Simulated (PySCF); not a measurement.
# B3LYP/def2-TZVPP (core potential) run of InF (SMILES [F][In])

What is the vertical singlet–triplet gap of InF at B3LYP/def2-TZVPP (core potential)? The job is set up through a Python script.

Program for the calculation: PySCF 2.14.0.

4 further runs of the same task are left out: 4 set aside as unsound or not needed.

### Step 1. Starting point

InF: 2 atoms, total charge 0, spin state singlet. SMILES: `[F][In]`. The shape is that of a PBE0-D4/def2-TZVP optimisation.

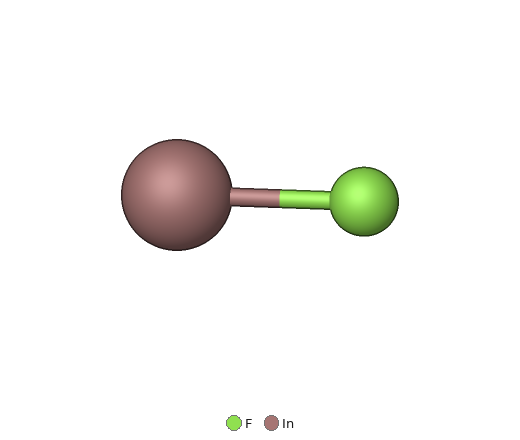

The structure, seen from a chosen angle (fluorine green, indium brown).

### Step 2. The energy at B3LYP/def2-TZVPP (core potential)

The input, job.py:

```python
from pyscf import gto, dft

mol = gto.Mole()
mol.atom = '''
F      0.000000     0.000000     0.030066
In     0.000000     0.000000     3.797556
'''
mol.unit = 'bohr'
mol.max_memory = 1860
mol.verbose = 3
mol.ecp = {'In': 'def2-svp'}
mol.basis = 'def2-tzvpp'
mol.build()

ks = dft.RKS(mol)
ks.xc = 'b3lyp'
ks.grids.level = 5
ks.conv_tol = 1e-10
ks.kernel()
if not ks.converged:
    ks = ks.newton().run(ks.mo_coeff, ks.mo_occ)

e_tot = ks.e_tot
print('Final energy', e_tot)
```

Started as:

```
OMP_NUM_THREADS=1 python job.py
```

The log of the run:

```text
converged SCF energy = -290.159306822414
Final energy -290.1593068224142
```

It took 6.6 s on 1 thread of Arm Neoverse V1, shared host; peak memory 0.37 GiB.

### Step 3. The triplet at the same level

The input, input.py:

```python
from pyscf import gto, dft

system = gto.M(
    atom=[
    ('F', (0.000000, 0.000000, 0.015910)),
    ('In', (-0.000000, -0.000000, 2.009580)),
],
    ecp={'In': 'def2-svp'},
    spin=2,
    charge=0,
    verbose=3,
    max_memory=1860,
    basis='def2-tzvpp',
)

ks = dft.UKS(system, xc='b3lyp')
ks.grids.level = 5
ks.conv_tol = 1e-10
ks.kernel()
if not ks.converged:
    ks = ks.newton().run(ks.mo_coeff, ks.mo_occ)

e_tot = ks.e_tot
print('E(%s) = %.9f' % ('B3LYP', e_tot))
```

Started as:

```
OMP_NUM_THREADS=1 python input.py
```

The log of the run:

```text
WARN: HOMO -0.47287094041082 >= LUMO -0.747810924202941

WARN: HOMO -0.0427368174618259 >= LUMO -0.105313552255133

WARN: HOMO -0.125294575667642 >= LUMO -0.211854810820572

WARN: HOMO -0.135490551324285 >= LUMO -0.229207655564167

WARN: HOMO -0.141546150027697 >= LUMO -0.227016265349125

WARN: HOMO -0.141874487653219 >= LUMO -0.227212270424456

WARN: HOMO -0.142254817493068 >= LUMO -0.227517987629479

WARN: HOMO -0.142370642924607 >= LUMO -0.227468677439635

WARN: HOMO -0.142359576491064 >= LUMO -0.227441528679673

WARN: HOMO -0.142372642138142 >= LUMO -0.227463946227196

WARN: HOMO -0.142372113724171 >= LUMO -0.227463344881471

WARN: HOMO -0.142372039332766 >= LUMO -0.227463473373643

WARN: HOMO -0.142372220876922 >= LUMO -0.227463541113078

converged SCF energy = -290.013957325819  <S^2> = 2.0037799  2S+1 = 3.0025189
E(B3LYP) = -290.013957326
```

It took 12 s on 1 thread of Arm Neoverse V1, shared host; peak memory 0.39 GiB.

### Step 4. Outcome

Level: B3LYP/def2-TZVPP (core potential).

```
                                        quantity          value
                           singlet: total energy  -290.15931 Eh
                          singlet: dipole moment         3.25 D
                            singlet: HOMO energy       -7.43 eV
                            singlet: LUMO energy       -1.84 eV
                          singlet: HOMO–LUMO gap        5.59 eV
                           triplet: total energy  -290.01396 Eh
                          triplet: dipole moment         2.77 D
     triplet: HOMO energy (highest over α and β)       -3.87 eV
                                   triplet: ⟨S²⟩          2.004
vertical energy of the triplet above the singlet       3.955 eV
```

What this shows: At this shape the triplet lies 3.96 eV (91 kcal/mol) above the singlet.
